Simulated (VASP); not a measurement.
# A VASP study of YB6 (r2SCAN + rVV10): structure first, properties next, part 4 of 9

What structure does YB6 take at this level, and what are its properties? The start is a cell from a database of measured crystal structures.

VASP 6.6.1; r2SCAN with rVV10; plane waves and PAW (Y_sv, B).

Still holding for the runs below: This run has no spin polarisation. Its electron count is odd, so without a moment it is a metal by construction.

So far. Step 5 (Band structure (r2SCAN + rVV10)): There is no gap at this level. Step 5 (Band structure (r2SCAN + rVV10)): Of the bands kept, 2 cross the Fermi level on this path.

The database entry behind the starting cell differs from later determinations by our own check (about 0.3 % long, ideal inner coordinate), so it need not match the best structure at ambient conditions.

**6. Total and projected DOS (r2SCAN + rVV10)**

Here the states are counted by energy and projected on the atoms. The mesh is finer than in the run before.

INCAR reads:

```
SYSTEM = YB6
PREC = Accurate
ENCUT = 420
EDIFF = 1E-06
NELM = 100
ISMEAR = -5
SIGMA = 0.05
LREAL = .FALSE.
ALGO = Normal
METAGGA = R2SCAN
LUSE_VDW = .TRUE.
IVDW_NL = 2
BPARAM = 11.95
CPARAM = 0.0093
LASPH = .TRUE.
NBANDS = 32
LORBIT = 11
LWAVE = .FALSE.
LCHARG = .FALSE.
KPAR = 4
NEDOS = 2001
```

POSCAR reads:

```
YB6
1.0
    4.0875293394      0.0000000000      0.0000000000
    0.0000000000      4.0875293394      0.0000000000
    0.0000000000      0.0000000000      4.0875293394
Y B
1 6
Direct
    0.0000000000      0.0000000000      0.0000000000
    0.1988345400      0.5000000000      0.5000000000
    0.5000000000      0.1988345400      0.5000000000
    0.8011654600      0.5000000000      0.5000000000
    0.5000000000      0.8011654600      0.5000000000
    0.5000000000      0.5000000000      0.1988345400
    0.5000000000      0.5000000000      0.8011654600
```

KPOINTS reads:

```
Automatic mesh
0
Gamma
10 10 10
0 0 0
```

The projector-augmented-wave data sets are Y_sv and B (PBE family, release 64).

Started as:

```sh
$ mpirun -np 4 vasp_std
```

The program printed:

```text
[... set-up lines as in an earlier step ...]
 entering main loop
       N       E                     dE             d eps       ncg     rms          rms(c)
Total rVV10 correction in eV:      0.2958684    29.9215336
Total rVV10 correction in eV:      0.2958684    29.9215336
Total rVV10 correction in eV:      0.2958684    29.9215336
Total rVV10 correction in eV:      0.2958684    29.9215336
DAV:   1     0.431037885502E+02    0.43104E+02   -0.11821E+04  3584   0.736E+02
DAV:   2    -0.756021619259E+02   -0.11871E+03   -0.11309E+03  4528   0.192E+02
DAV:   3    -0.801299127344E+02   -0.45278E+01   -0.44700E+01  5096   0.294E+01
DAV:   4    -0.802045583367E+02   -0.74646E-01   -0.74538E-01  4336   0.341E+00
DAV:   5    -0.802055609567E+02   -0.10026E-02   -0.10034E-02  4600   0.378E-01    0.157E+01
Total rVV10 correction in eV:      0.3259714    29.9215335
Total rVV10 correction in eV:      0.3259714    29.9215335
Total rVV10 correction in eV:      0.3259714    29.9215335
Total rVV10 correction in eV:      0.3259714    29.9215335
DAV:   6    -0.681284729740E+02    0.12077E+02   -0.46864E+00  4216   0.144E+01    0.124E+01
Total rVV10 correction in eV:      0.3518580    29.9215335
Total rVV10 correction in eV:      0.3518580    29.9215335
Total rVV10 correction in eV:      0.3518580    29.9215335
Total rVV10 correction in eV:      0.3518580    29.9215335
DAV:   7    -0.672486796059E+02    0.87979E+00   -0.27709E+00  4280   0.840E+00    0.102E+01
Total rVV10 correction in eV:      0.3469935    29.9215335
Total rVV10 correction in eV:      0.3469935    29.9215335
Total rVV10 correction in eV:      0.3469935    29.9215335
Total rVV10 correction in eV:      0.3469935    29.9215335
DAV:   8    -0.674195487917E+02   -0.17087E+00   -0.76033E-01  3976   0.440E+00    0.154E+00
Total rVV10 correction in eV:      0.3570694    29.9215335
Total rVV10 correction in eV:      0.3570694    29.9215335
Total rVV10 correction in eV:      0.3570694    29.9215335
Total rVV10 correction in eV:      0.3570694    29.9215335
DAV:   9    -0.672476868584E+02    0.17186E+00   -0.24510E-01  4176   0.273E+00    0.504E-01
Total rVV10 correction in eV:      0.3555792    29.9215335
Total rVV10 correction in eV:      0.3555792    29.9215335
Total rVV10 correction in eV:      0.3555792    29.9215335
Total rVV10 correction in eV:      0.3555792    29.9215335
DAV:  10    -0.672442233941E+02    0.34635E-02   -0.24519E-02  4408   0.707E-01    0.990E-01
Total rVV10 correction in eV:      0.3556074    29.9215335
Total rVV10 correction in eV:      0.3556074    29.9215335
Total rVV10 correction in eV:      0.3556074    29.9215335
Total rVV10 correction in eV:      0.3556074    29.9215335
DAV:  11    -0.672437982020E+02    0.42519E-03   -0.13745E-03  4384   0.177E-01    0.359E-01
Total rVV10 correction in eV:      0.3555512    29.9215335
Total rVV10 correction in eV:      0.3555512    29.9215335
Total rVV10 correction in eV:      0.3555512    29.9215335
Total rVV10 correction in eV:      0.3555512    29.9215335
DAV:  12    -0.672436697905E+02    0.12841E-03   -0.47246E-04  4160   0.107E-01    0.846E-02
Total rVV10 correction in eV:      0.3556762    29.9215335
Total rVV10 correction in eV:      0.3556762    29.9215335
Total rVV10 correction in eV:      0.3556762    29.9215335
Total rVV10 correction in eV:      0.3556762    29.9215335
DAV:  13    -0.672436627647E+02    0.70257E-05   -0.61548E-05  4200   0.387E-02    0.225E-02
Total rVV10 correction in eV:      0.3557055    29.9215335
Total rVV10 correction in eV:      0.3557055    29.9215335
Total rVV10 correction in eV:      0.3557055    29.9215335
Total rVV10 correction in eV:      0.3557055    29.9215335
DAV:  14    -0.672436640345E+02   -0.12698E-05   -0.26513E-06  4512   0.770E-03    0.172E-02
Total rVV10 correction in eV:      0.3557460    29.9215335
Total rVV10 correction in eV:      0.3557460    29.9215335
Total rVV10 correction in eV:      0.3557460    29.9215335
Total rVV10 correction in eV:      0.3557460    29.9215335
DAV:  15    -0.672436645860E+02   -0.55153E-06   -0.65068E-07  3176   0.440E-03
Total rVV10 correction in eV:      0.3557461    29.9215335
Total rVV10 correction in eV:      0.3557461    29.9215335
Total rVV10 correction in eV:      0.3557461    29.9215335
Total rVV10 correction in eV:      0.3557461    29.9215335
Total rVV10 correction in eV:      0.3557424    29.9215335
Total rVV10 correction in eV:      0.3557424    29.9215335
Total rVV10 correction in eV:      0.3557424    29.9215335
Total rVV10 correction in eV:      0.3557424    29.9215335
   1 F= -.67243665E+02 E0= -.67243665E+02  d E =0.000000E+00
 -----------------------------------------------------------------------------
|                                                                             |
|           W    W    AA    RRRRR   N    N  II  N    N   GGGG   !!!           |
|           W    W   A  A   R    R  NN   N  II  NN   N  G    G  !!!           |
|           W    W  A    A  R    R  N N  N  II  N N  N  G       !!!           |
|           W WW W  AAAAAA  RRRRR   N  N N  II  N  N N  G  GGG   !            |
|           WW  WW  A    A  R   R   N   NN  II  N   NN  G    G                |
|           W    W  A    A  R    R  N    N  II  N    N   GGGG   !!!           |
|                                                                             |
|     Tetrahedron method does not include variations of the Fermi             |
|     occupations, so forces and stress will be inaccurate. We suggest        |
|     using a different smearing scheme ISMEAR = 1 or 2 for metals in         |
|     relaxations.                                                            |
|                                                                             |
 -----------------------------------------------------------------------------
```

Elapsed: 3.5 min, on 4 MPI ranks of AMD EPYC 7R43, shared host; peak memory 1.1 GiB; 13 min of CPU time.

OUTCAR, selected parts (step 6):

```text
   k-points           NKPTS =     56   k-points in BZ     NKDIM =     56   number of bands    NBANDS=     32

   NELECT =      29.0000    total number of electrons

 E-fermi :   6.7848

 k-point     1 :       0.0000    0.0000    0.0000
  band No.  band energies     occupation
    ...
     10      -0.9528      2.00000
     11      -0.9528      2.00000
     12       4.6224      2.00000
     13       4.6224      2.00000
     14       4.6224      2.00000
     15       7.8163     -0.58422
     16       7.8163      0.00000
     17       7.8163      0.00000
     18       7.8565      0.00000
     19       7.8565      0.00000
    ...

  Total       -0.0418320     -0.0418320     -0.0418320      0.0000000      0.0000000     -0.0000000
  in kB       -0.9813795     -0.9813795     -0.9813795      0.0000000      0.0000000     -0.0000000
  external PRESSURE =      -0.9813795 kB  Pullay stress =       0.0000000 kB

 POSITION                                       TOTAL-FORCE (eV/Angst)
 -----------------------------------------------------------------------------------
      0.00000      0.00000      0.00000        -0.000000      0.000000      0.000000
      0.81274      2.04376      2.04376        -0.022814      0.000000     -0.000000
      2.04376      0.81274      2.04376        -0.000000     -0.022814      0.000000
      3.27479      2.04376      2.04376         0.022814     -0.000000     -0.000000
      2.04376      3.27479      2.04376        -0.000000      0.022814     -0.000000
      2.04376      2.04376      0.81274        -0.000000     -0.000000     -0.022814
      2.04376      2.04376      3.27479        -0.000000      0.000000      0.022814
 -----------------------------------------------------------------------------------
    total drift:                               -0.000000      0.000000      0.000000

  FREE ENERGIE OF THE ION-ELECTRON SYSTEM (eV)
  ---------------------------------------------------
  free  energy   TOTEN  =       -67.2436645860 eV

  energy  without entropy=      -67.2436645860  energy(sigma->0) =      -67.24366459

[... 6 parts as in an earlier step ...]

[... 10 further parts left out ...]
```

With tetrahedra the forces and stress of a metal are not exact derivatives of the energy.

This step gave:

```
SCF cycles             : 15
irreducible k-points   : 56
free energy (TOTEN)    : -67.2437 eV
Fermi energy           : 6.785 eV
pressure               : -0.09814 GPa
DOS at the Fermi level : 0.8422 states/eV/cell
```

The density of states has structure finer than the step of the table below, so its rows give means over 1 eV, whole bins alone (the curve runs from -12.0 to 3.03 eV). Peaks (eV: height): total -4.7: 4.81, 2.4: 6.19, 2.7: 5.16, 2.9: 4.91; B p -5.9: 1.64, -4.7: 2.51, -3.9: 2.34, -3.3: 2.23; Y d 2.4: 4.12; B s -11.0: 1.69, -10.6: 1.06, -4.7: 0.364; Y p -11.2: 0.0966, -11.0: 0.105, -5.9: 0.136, 2.9: 0.0912.

States under -12.0 eV and over 3.0 eV are left out. Density of states against energy, zero at the Fermi level; means over each step; values in states/eV/cell:

```
energy (eV)  total    B p     Y d      B s      Y p      Y s
        -11   2.49  0.477  0.0300     1.02   0.0566   0.0226
        -10   1.46  0.381  0.0229    0.532   0.0342  0.00426
         -9   1.35  0.447  0.0298    0.422   0.0213  0.00107
         -8  0.899  0.390  0.0232    0.194   0.0138  0.00192
         -7   1.44  0.631  0.0456    0.228   0.0180   0.0160
         -6   2.46   1.14  0.0874    0.212   0.0760   0.0231
         -5   2.68   1.33   0.135    0.172   0.0567  0.00868
         -4   2.58   1.50   0.106    0.116   0.0304  0.00446
         -3   1.87   1.20  0.0554   0.0511   0.0119  0.00352
         -2  0.521  0.231  0.0654  0.00709  0.00401   8.9e-4
         -1  0.454  0.113   0.131  0.00652  0.00104  0.00194
          0  0.776  0.175   0.255   0.0154  0.00504  0.00547
          1   1.67  0.334   0.612   0.0707   0.0361  0.00686
          2   3.59  0.390    2.08    0.148   0.0387   0.0369
```

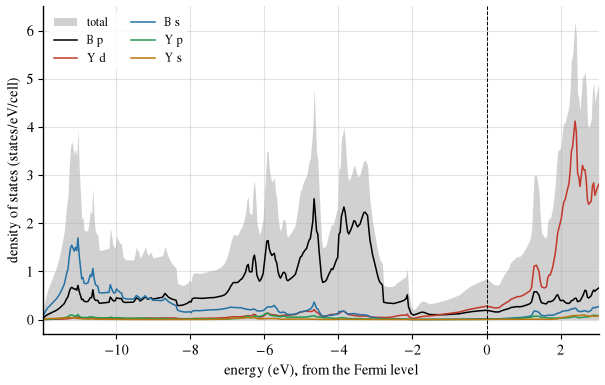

Density of states against energy.

The finer mesh and the other smearing move the Fermi level by -0.05 eV from the 7×7×7 run, one measure of the sampling error in the zero of the bands above. Of the states within 0.3 eV of the Fermi level, the largest shares in the PAW spheres are Y d 33 % and B p 23 %. The rest lies in smaller channels or between the spheres.

(Part 4 of 9 ends here.)

[Lines on the potential files, build, host, timing and source positions are cut from VASP's logs without a mark.]

[Logs are printed without paths, hosts, clocks, repeated set-up lines and the standing remarks that a program may print on its own settings, such as how far it seeks lower states.]

[Hosts, paths, dates, database ids (printed as entryN), source tags and the programs' standing remarks are cut or masked in the printed files.]

[Measured values are set beside computed ones only where the two were judged alike; some that the calculation misses by far are left out.]
